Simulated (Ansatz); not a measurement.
Consider CsPbCl3 in the cubic perovskite structure (space group Pm-3m, No. 221; a = 5.521 Å). Axes: x, y, z lie along the cube axes.

Now apply this change: biaxial strain −1.50 %, plane normal [111], relaxed out of plane (Cartesian); in-plane vectors clamped, the third vector and the atoms free.

Method: LDA (Ansatz, a first-principles code), no spin-orbit coupling.

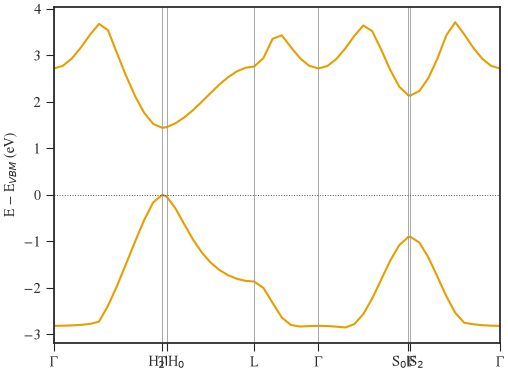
Figure: Highest valence and lowest conduction band along the path of the changed cell's own zone

The gap is 1.44 eV, direct at T; the base has 1.53 eV.

Spin-orbit coupling, missing from the scalar runs, can matter with Pb. No phonon test of stability was made. Many cubic perovskites are stable only at high temperature; tilts and polar distortions were not tested. This is not the structure that CsPbCl3 has at room temperature and ambient pressure. k-point labels follow each cell's own Brillouin zone.
